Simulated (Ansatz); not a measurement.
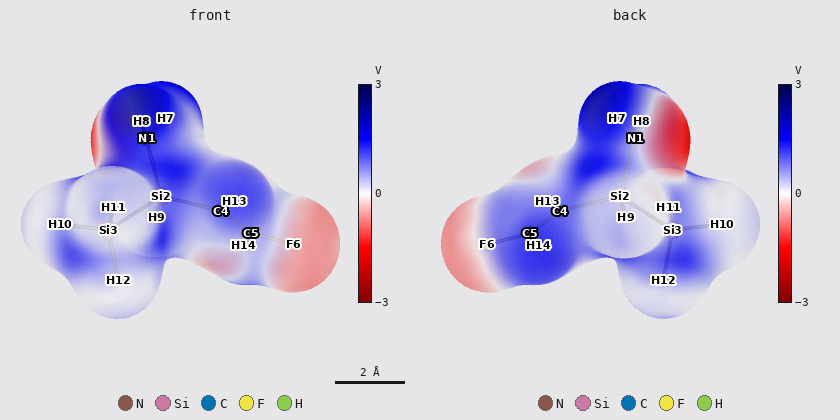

Figure. C$_{2}$H$_{8}$FNSi$_{2}$ (SMILES N[SiH]([SiH3])C=CF). The electrostatic potential painted on the density surface at 0.004 e/bohr³, seen from the front and from behind; the colour scale runs from red (negative) to blue (positive).

Method: Ansatz, RKS PBE/def2-SVP.

The calculation's input:

```
crystal:
  periodic: [false, false, false]
  atoms:
    - { symbol: "N", position_ang: [-1.782, -0.7076, -0.5234] }
    - { symbol: Si, position_ang: [-0.1512, -0.5546, -0.2872] }
    - { symbol: Si, position_ang: [0.5833, -1.6041, 1.6336] }
    - { symbol: C, position_ang: [0.3304, 1.2385, -0.2588] }
    - { symbol: C, position_ang: [0.6644, 1.9338, -1.323] }
    - { symbol: F, position_ang: [0.9393, 3.2679, -1.1854] }
    - { symbol: H, position_ang: [-1.95373, -1.3952, -1.29747] }
    - { symbol: H, position_ang: [-2.20496, -1.21701, 0.28552] }
    - { symbol: H, position_ang: [0.4705, -1.1452, -1.4448] }
    - { symbol: H, position_ang: [0.2997, -3.0584, 1.6573] }
    - { symbol: H, position_ang: [-0.0393, -0.9856, 2.8598] }
    - { symbol: H, position_ang: [2.1089, -1.432, 1.7953] }
    - { symbol: H, position_ang: [0.1042, 1.748, 0.6893] }
    - { symbol: H, position_ang: [0.7914, 1.6163, -2.3046] }
basis:
  gaussian: { orbitals: def2-SVP }
hamiltonian:
  xc: pbe
relax:
  f_tol: 0.015
  max_steps: 40
output:
  orbitals: {}
```

Launched as:

```sh
ansatz run input.yaml --threads 2 --pin off --max-ram 3072MiB --backend cpu --events-out ev --progress --plain --runs-dir out
```

The fields are those of the relaxed geometry.

Where is the surface potential most negative and most positive?

The most negative region (about −1.5 V, or −35 kcal/mol for a unit charge) lies over N1, the most positive (about +2.2 V, or +51 kcal/mol for a unit charge) over H7 and H8. N1 is the likeliest acceptor of a hydrogen bond.
